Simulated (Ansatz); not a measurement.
Si$_{2}$H$_{7}$OF: geometry relaxation (part 2 of 2)

The same run, continued: Si$_{2}$H$_{7}$OF; RKS B3LYP-D4/6-31G* (Ansatz 0.2.0). It belongs to a series of runs on one base structure; here: end point B relaxed.

Geometry of the input (Å):
```
Si -0.3405  -1.4463  0.1736
Si 0.8698  1.8405  -0.2919
H  0.2049  -0.6833  -0.9585
H  0.3900  -2.7222  0.3770
O  -1.9386  -1.6740  -0.1584
H  1.0142  1.0837  0.9281
F  -0.1929  -0.6171  1.5858
H  1.2599  3.2586  -0.0623
H  -0.5433  1.8031  -0.7550
H  1.7489  1.2757  -1.3507
H  -2.4726  -2.1186  0.5123
```

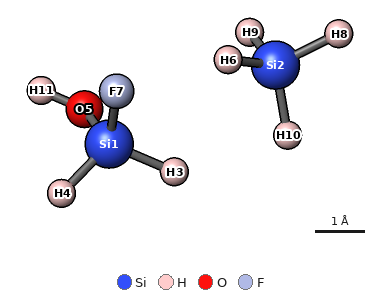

**Figure 1.** The geometry at step 8 of the log (ball-and-stick view, seen at a tilt; atoms are numbered from 1 in the order of the input).

Trajectory as extended XYZ, continued
```
11
Properties=species:S:1:pos:R:3:forces:R:3 step=2 energy=-20635.63693
Si   -0.3931   -1.6008    0.2114    0.0173   0.3667   0.5946
Si    0.9395    2.0226   -0.3328   -0.0955   0.0378  -0.2491
H     0.1694   -0.8137   -0.8998    0.0286   0.0213   0.0061
H     0.3318   -2.8793    0.4011   -0.0532  -0.0916  -0.0034
O    -1.9911   -1.7746   -0.1544    0.0054  -0.0748  -0.0234
H     1.1085    1.2559    0.9055    0.0657  -0.0948   0.2627
F    -0.2479   -0.8030    1.6268   -0.0134  -0.3006  -0.5729
H     1.3206    3.4384   -0.1000    0.0147   0.0435  -0.0431
H    -0.4801    1.9374   -0.7724    0.0420   0.0574   0.0248
H     1.7940    1.4211   -1.3918    0.0229   0.0713   0.0020
H    -2.5516   -2.2039    0.5064   -0.0345  -0.0362   0.0018
11
Properties=species:S:1:pos:R:3:forces:R:3 step=3 energy=-20635.65856
Si   -0.4239   -1.6667    0.2362   -0.0260   0.2107   0.2647
Si    0.9749    2.0988   -0.3502   -0.0551  -0.0095  -0.1111
H     0.1617   -0.8528   -0.8466    0.0232   0.0119   0.0331
H     0.2850   -2.9588    0.4000   -0.0461  -0.0701  -0.0049
O    -2.0164   -1.8245   -0.1652    0.0034  -0.0723   0.0264
H     1.2107    1.3807    0.9173    0.0086  -0.0722   0.1259
F    -0.2956   -0.9118    1.6637    0.0404  -0.0821  -0.3023
H     1.3424    3.5268   -0.1724    0.0016   0.0352  -0.0413
H    -0.4576    1.9870   -0.7388    0.0494   0.0253   0.0355
H     1.8106    1.4885   -1.4191    0.0014   0.0406   0.0096
H    -2.5919   -2.2669    0.4752   -0.0008  -0.0175  -0.0358
11
Properties=species:S:1:pos:R:3:forces:R:3 step=4 energy=-20635.66665
Si   -0.4336   -1.6915    0.2293   -0.0527   0.0593   0.0612
Si    0.9871    2.1241   -0.3392   -0.0222   0.0369  -0.0344
H     0.1634   -0.9062   -0.8696    0.0121   0.0028   0.0353
H     0.2523   -2.9942    0.4223   -0.0288  -0.0202   0.0011
O    -2.0268   -1.8534   -0.1708    0.0008  -0.0393   0.0386
H     1.2510    1.4325    0.9450    0.0015  -0.0130   0.0156
F    -0.2958   -0.9027    1.6300    0.0524   0.0074  -0.1073
H     1.3472    3.5619   -0.2112   -0.0069  -0.0115  -0.0025
H    -0.4523    2.0049   -0.6956    0.0407  -0.0065   0.0230
H     1.8112    1.5113   -1.4151   -0.0130  -0.0057   0.0168
H    -2.6038   -2.2866    0.4749    0.0162  -0.0102  -0.0474
11
Properties=species:S:1:pos:R:3:forces:R:3 step=5 energy=-20635.67235
Si   -0.4425   -1.7080    0.2091   -0.0439  -0.0492  -0.0437
Si    0.9969    2.1457   -0.3191    0.0060   0.0265   0.0678
H     0.1625   -0.9726   -0.9218   -0.0123  -0.0199   0.0432
H     0.2196   -3.0174    0.4556   -0.0154   0.0469   0.0053
O    -2.0381   -1.8826   -0.1774    0.0052   0.0056   0.0385
H     1.2977    1.4908    0.9826   -0.0076   0.0435  -0.0732
F    -0.2839   -0.8543    1.5656    0.0451   0.0339  -0.0143
H     1.3462    3.5929   -0.2451   -0.0199  -0.0653   0.0016
H    -0.4492    2.0012   -0.6339    0.0323  -0.0029   0.0093
H     1.8014    1.5087   -1.3954   -0.0131  -0.0108   0.0126
H    -2.6107   -2.3042    0.4799    0.0237  -0.0081  -0.0471
11
Properties=species:S:1:pos:R:3:forces:R:3 step=6 energy=-20635.67764
Si   -0.4526   -1.7213    0.1676    0.0429  -0.0029   0.0316
Si    1.0047    2.1596   -0.2779    0.0308   0.0510   0.1327
H     0.1525   -1.0751   -1.0221   -0.0608  -0.0667   0.1022
H     0.1889   -3.0258    0.5082   -0.0244   0.1487  -0.0011
O    -2.0539   -1.9170   -0.1858    0.0220   0.0473   0.0486
H     1.3606    1.5745    1.0481   -0.0282   0.0825  -0.1570
F    -0.2553   -0.7543    1.4481   -0.0075  -0.1186  -0.1566
H     1.3376    3.6163   -0.2903   -0.0318  -0.1267   0.0043
H    -0.4488    1.9834   -0.5396    0.0414   0.0015   0.0133
H     1.7804    1.4797   -1.3498   -0.0143  -0.0137   0.0266
H    -2.6142   -2.3200    0.4935    0.0299  -0.0024  -0.0447
11
Properties=species:S:1:pos:R:3:forces:R:3 step=7 energy=-20635.68359
Si   -0.4552   -1.7255    0.1363    0.0720   0.0224   0.0263
Si    1.0046    2.1621   -0.2481    0.0354   0.0397   0.1271
H     0.1412   -1.1340   -1.0864   -0.0675  -0.0725   0.1118
H     0.1841   -3.0154    0.5322   -0.0336   0.1437  -0.0156
O    -2.0612   -1.9271   -0.1914    0.0292   0.0418   0.0498
H     1.3937    1.6402    1.0948   -0.0356   0.0823  -0.1559
F    -0.2335   -0.7009    1.3682   -0.0234  -0.1362  -0.1545
H     1.3308    3.6187   -0.3324   -0.0328  -0.1395  -0.0008
H    -0.4531    1.9671   -0.4727    0.0512   0.0140   0.0145
H     1.7609    1.4326   -1.3027   -0.0216   0.0042   0.0375
H    -2.6124   -2.3176    0.5024    0.0267   0.0001  -0.0402
11
Properties=species:S:1:pos:R:3:forces:R:3 step=8 energy=-20635.69512
Si   -0.4536   -1.7364    0.0741    0.0791   0.0884   0.0497
Si    0.9982    2.1653   -0.1867    0.1193   0.0884   0.0388
H     0.1184   -1.2331   -1.1994   -0.0707  -0.0694   0.1336
H     0.1797   -3.0013    0.5462   -0.0354   0.1001  -0.0379
O    -2.0707   -1.9320   -0.1993    0.0427   0.0208   0.0620
H     1.4326    1.8014    1.1981   -0.0644   0.0746  -0.2291
F    -0.1798   -0.6377    1.2331   -0.0417  -0.1611  -0.1858
H     1.3336    3.6064   -0.4523   -0.0554  -0.2680   0.0405
H    -0.4677    1.9662   -0.3458    0.0638   0.0267   0.0263
H     1.7125    1.3091   -1.1852   -0.0742   0.0843   0.1492
H    -2.6032   -2.3077    0.5175    0.0368   0.0152  -0.0472
11
Properties=species:S:1:pos:R:3:forces:R:3 step=9 energy=-20635.70301
Si   -0.4404   -1.7535    0.0191    0.0680   0.1434   0.0244
Si    0.9762    2.1716   -0.1403    0.2447   0.0564   0.0400
H     0.1047   -1.3320   -1.2967   -0.0776  -0.0703   0.1641
H     0.1786   -3.0049    0.5421   -0.0350   0.0970  -0.0344
O    -2.0698   -1.9244   -0.1980    0.0524   0.0052   0.1031
H     1.4242    1.9339    1.2713   -0.0959   0.0697  -0.2774
F    -0.1072   -0.5979    1.1088   -0.0640  -0.2181  -0.1899
H     1.3533    3.5751   -0.5463   -0.0967  -0.3465   0.0766
H    -0.4975    2.0010   -0.2553    0.0798   0.0388  -0.0010
H     1.6662    1.1960   -1.0521   -0.1428   0.1926   0.1772
H    -2.5883   -2.2647    0.5474    0.0671   0.0319  -0.0828
11
Properties=species:S:1:pos:R:3:forces:R:3 step=10 energy=-20635.71518
Si   -0.4319   -1.7721   -0.0003    0.0253   0.0623  -0.0177
Si    0.9694    2.1801   -0.1176    0.1166   0.0772  -0.0554
H     0.0996   -1.3709   -1.3234   -0.0481  -0.0447   0.0963
H     0.1750   -3.0272    0.5216   -0.0258   0.0573  -0.0226
O    -2.0663   -1.9147   -0.1925    0.0585   0.0110   0.0611
H     1.4001    2.0036    1.3014   -0.0592   0.0218  -0.1778
F    -0.0654   -0.6199    1.0759   -0.0340  -0.0935  -0.0844
H     1.3738    3.5447   -0.5926   -0.0411  -0.1930   0.0817
H    -0.5066    2.0548   -0.2437    0.0446  -0.0047   0.0319
H     1.6311    1.1620   -0.9907   -0.0709   0.0951   0.1313
H    -2.5790   -2.2403    0.5619    0.0342   0.0112  -0.0443
11
Properties=species:S:1:pos:R:3:forces:R:3 step=11 energy=-20635.71345 accepted=F
Si   -0.4315   -1.7627   -0.0122    0.5092  -0.0823  -0.0524
Si    0.9611    2.1828   -0.1137   -0.0480  -0.0486   0.0452
H     0.0723   -1.3943   -1.3456    0.0687   0.0544  -0.0295
H     0.1431   -3.0324    0.4979    0.0379  -0.0182   0.0194
O    -2.0518   -1.8692   -0.1727   -0.4189   0.0711  -0.1922
H     1.3599    2.0538    1.3080    0.0106   0.0097   0.0310
F    -0.0130   -0.6285    1.0541    0.0260   0.0774   0.0412
H     1.3835    3.5139   -0.6186    0.0147   0.0516  -0.0314
H    -0.5130    2.0581   -0.2429    0.0090   0.0072  -0.0137
H     1.6273    1.1290   -0.9184    0.0097  -0.0205  -0.0258
H    -2.5378   -2.2504    0.5642   -0.2190  -0.1018   0.2084
11
Properties=species:S:1:pos:R:3:forces:R:3 step=12 energy=-20635.72065
Si   -0.4294   -1.7702   -0.0073    0.0275   0.0026  -0.0022
Si    0.9642    2.1828   -0.1191    0.0185  -0.0129   0.0242
H     0.0959   -1.3813   -1.3303   -0.0116  -0.0065   0.0025
H     0.1690   -3.0264    0.5137   -0.0091   0.0035  -0.0074
O    -2.0641   -1.8982   -0.1864    0.0099   0.0047   0.0177
H     1.3842    2.0241    1.2955   -0.0078   0.0082  -0.0058
F    -0.0453   -0.6227    1.0625   -0.0094  -0.0048  -0.0098
H     1.3825    3.5288   -0.6000   -0.0097  -0.0208  -0.0100
H    -0.5107    2.0594   -0.2359    0.0058   0.0099  -0.0070
H     1.6224    1.1457   -0.9568   -0.0139   0.0133   0.0070
H    -2.5688   -2.2419    0.5641   -0.0003   0.0028  -0.0093
11
Properties=species:S:1:pos:R:3:forces:R:3 step=13 energy=-20635.72183
Si   -0.4182   -1.7672   -0.0215    0.0112  -0.0091  -0.0105
Si    0.9524    2.1734   -0.1051   -0.0002  -0.0056  -0.0056
H     0.0938   -1.3975   -1.3547    0.0005   0.0000   0.0004
H     0.1676   -3.0274    0.5028    0.0026   0.0009  -0.0024
O    -2.0559   -1.8757   -0.1797   -0.0023   0.0055   0.0053
H     1.3580    2.0480    1.3169    0.0001   0.0084  -0.0068
F    -0.0080   -0.6162    1.0344   -0.0040  -0.0038   0.0051
H     1.3865    3.5003   -0.6226    0.0028  -0.0080   0.0031
H    -0.5229    2.0684   -0.2315   -0.0008   0.0010   0.0002
H     1.6014    1.1096   -0.9150   -0.0016   0.0103   0.0090
H    -2.5547   -2.2155    0.5761   -0.0082   0.0004   0.0021
11
Properties=species:S:1:pos:R:3:forces:R:3 step=14 energy=-20635.72214
Si   -0.4157   -1.7766   -0.0266   -0.0022  -0.0023  -0.0017
Si    0.9484    2.1798   -0.1020    0.0152   0.0055  -0.0044
H     0.0911   -1.4052   -1.3613    0.0013   0.0021   0.0010
H     0.1606   -3.0456    0.4868    0.0016  -0.0005  -0.0030
O    -2.0558   -1.8660   -0.1741    0.0072   0.0022   0.0021
H     1.3458    2.0794    1.3243   -0.0050  -0.0012  -0.0047
F     0.0127   -0.6363    1.0340   -0.0030  -0.0009  -0.0007
H     1.3926    3.4959   -0.6380   -0.0056  -0.0047   0.0014
H    -0.5268    2.0790   -0.2350    0.0014  -0.0049   0.0004
H     1.6006    1.1024   -0.8902   -0.0049   0.0037   0.0067
H    -2.5534   -2.2066    0.5822   -0.0060   0.0010   0.0028
```

Key numbers

| quantity | value |
| --- | --- |
| outcome | converged |
| total energy | −20635.7224 eV |
| mean-field energy | −20635.4534 eV |
| largest force (length of the vector) at the end | 0.017 eV/Å |
| hardware | 2 threads of Arm Neoverse V1, 24 GiB of memory available, shared host |
| wall time | 29 s (CPU time 56 s) |
| peak memory | 0.17 GiB |
